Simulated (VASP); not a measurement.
Band structure of HgTe (space group P3_221). Calculation: PBEsol GGA with spin-orbit coupling, VASP's PBE PAW potentials (set 64) (plane waves; VASP).

The path is coarsely sampled, so an indirect gap can come out somewhat too large.

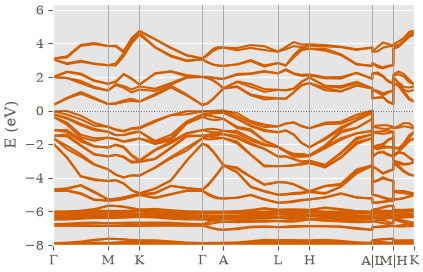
Bands along high-symmetry lines, zero at the valence-band maximum or, without a gap, the Fermi level

### Question
Read the plot: is there a gap, and where are the band edges?

### Answer
The gap is indirect, 0.33 eV, from the valence maximum at Γ-A at 0.75 to the conduction minimum at Γ.

The structure comes from a computed database's HgTe entry (P3_221); how it stands against other phases isn't given here. It was relaxed first, which changed the volume by -8 %.
